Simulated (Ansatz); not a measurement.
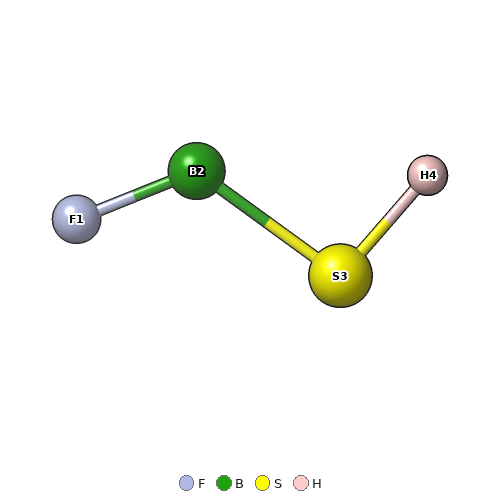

The system is BFHS, SMILES F[B]S, spin multiplicity 2; the picture shows the reference structure. The first coordinate is: angle F1–B2–S3; the second: dihedral F1–B2–S3–H4. Nothing is relaxed (all other coordinates rigid). The grid has 11 × 10 points; 66 points were computed and 44 follow by symmetry. Points are written as (first, second). All energies are given in eV relative to the lowest grid point. Energies and slopes of some neighbouring points disagree (a jump in structure or state, or too coarse a mesh). Theory: UKS wB97X-V/def2-SVP in Ansatz 0.2.0.

Its coordinates:

```tsv
atom	x (Å)	y (Å)	z (Å)
F	0.7857	-0.5066	1.6192
B	0.5076	0.1782	0.5346
S	-0.6923	-0.3941	-0.6762
H	-0.5455	0.6621	-1.4980
```

Range: angle F1–B2–S3 from 87.1 to 157.1°; dihedral F1–B2–S3–H4 from −180 to 144°.

What will the energy surface look like?

Answer. The lowest grid point is at (122.1°, −180°). Other grid points that lie below all their neighbours: (122.1°, 0°) (0.048 eV higher). The highest grid point, (87.1°, −72°), lies 2.27 eV above the lowest.

| dihedral F1–B2–S3–H4 ↓, angle F1–B2–S3 → | 87.1 | 94.1 | 101.1 | 108.1 | 115.1 | 122.1 | 129.1 | 136.1 | 143.1 | 150.1 | 157.1 |
| --- | --- | --- | --- | --- | --- | --- | --- | --- | --- | --- | --- |
| 144 | 1.68 | 1.05 | 0.62 | 0.36 | 0.21 | 0.15 | 0.18 | 0.28 | 0.44 | 0.65 | 0.89 |
| 108 | 2.22 | 1.49 | 1.01 | 0.70 | 0.52 | 0.45 | 0.47 | 0.57 | 0.74 | 0.96 | 1.21 |
| 72 | 2.27 | 1.54 | 1.04 | 0.72 | 0.54 | 0.47 | 0.48 | 0.57 | 0.72 | 0.93 | 1.17 |
| 36 | 1.96 | 1.23 | 0.75 | 0.44 | 0.26 | 0.19 | 0.21 | 0.29 | 0.44 | 0.63 | 0.86 |
| 0 | 1.86 | 1.09 | 0.59 | 0.28 | 0.11 | 0.05 | 0.07 | 0.16 | 0.31 | 0.51 | 0.75 |
| −36 | 1.96 | 1.23 | 0.75 | 0.44 | 0.26 | 0.19 | 0.21 | 0.29 | 0.44 | 0.63 | 0.86 |
| −72 | 2.27 | 1.54 | 1.04 | 0.72 | 0.54 | 0.47 | 0.48 | 0.57 | 0.72 | 0.93 | 1.17 |
| −108 | 2.22 | 1.49 | 1.01 | 0.70 | 0.52 | 0.45 | 0.47 | 0.57 | 0.74 | 0.96 | 1.21 |
| −144 | 1.68 | 1.05 | 0.62 | 0.36 | 0.21 | 0.15 | 0.18 | 0.28 | 0.44 | 0.65 | 0.89 |
| −180 | 1.38 | 0.80 | 0.42 | 0.17 | 0.04 | 0.00 | 0.04 | 0.14 | 0.30 | 0.51 | 0.77 |

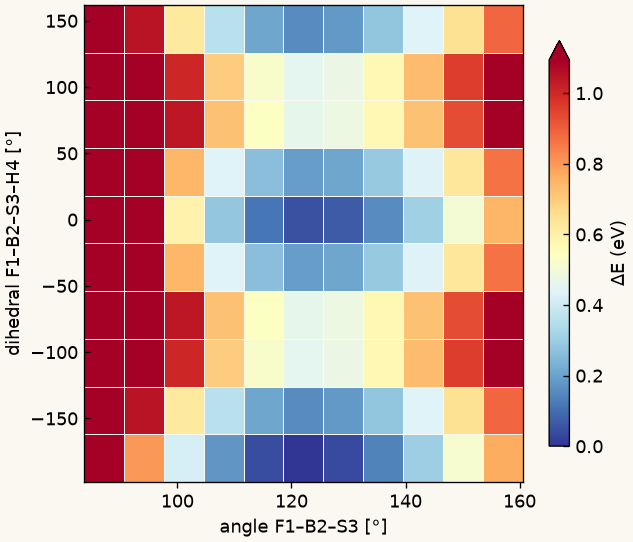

The picture shows one coloured cell a grid point, one colour for all values above the top of the scale.

Each point was launched as `ansatz run input.yaml --threads 1 --pin off --max-ram 2560MiB --backend cpu --events-out ev --progress --plain --runs-dir out`. The whole map (66 points run) took 9.3 min on 1 thread of Arm Neoverse V1 (shared host).
